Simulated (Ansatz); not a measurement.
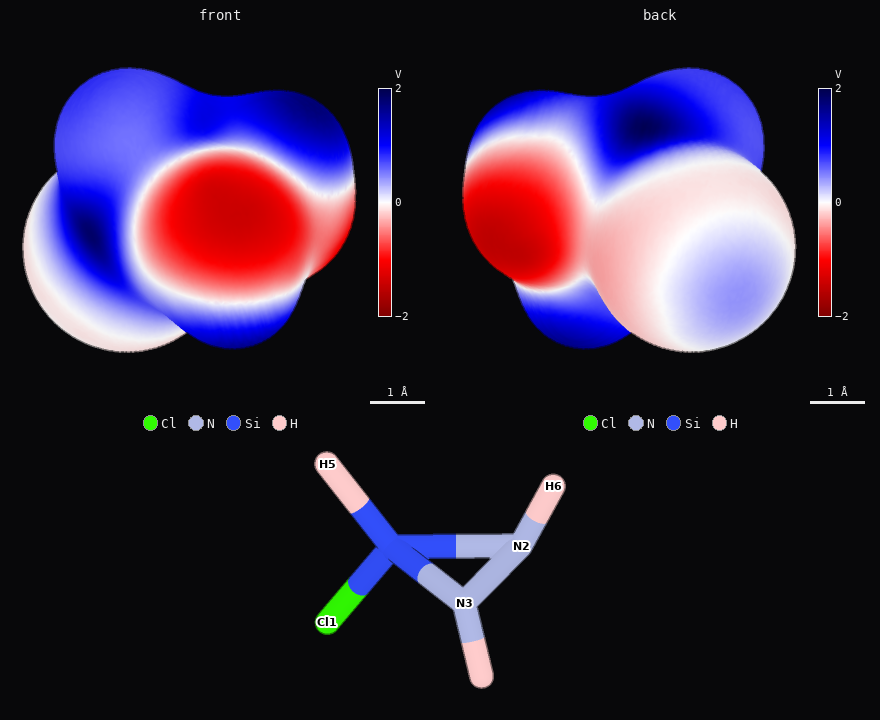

ClH3N2Si (SMILES Cl[SiH]1NN1). The molecular electrostatic potential painted on the density surface at 0.002 e/bohr³, seen from the front and from behind; the colour scale runs from red (negative) to blue (positive). The bare structure is drawn below in the same view.

Geometry: B3LYP/6-31G*.

Computed with isolated molecule in a Gaussian basis; Kohn-Sham density functional theory, functional PBE0 (Ansatz 0.2.0).

```xyz
7

Cl   -0.7943   -1.4401    1.1608
N     0.6239    0.1053   -1.2845
N     1.1699   -1.3684   -1.5355
Si    0.8809   -0.8977    0.1023
H     2.0292   -0.8135    1.0185
H     1.3938    0.7199   -1.5534
H     0.4035   -1.8419   -2.0153
```

> Describe the electrostatic potential map.

The most negative region (about −1.5 V) lies over N2, the most positive (about +1.8 V) over Si4. Cl1 shows a σ-hole: about +0.4 V at the tip opposite its bond, against about −0.1 V on its flanks. N2 is the likeliest acceptor of a hydrogen bond.

> How polar is the molecule by this calculation?

Its dipole moment is 1.16 D.
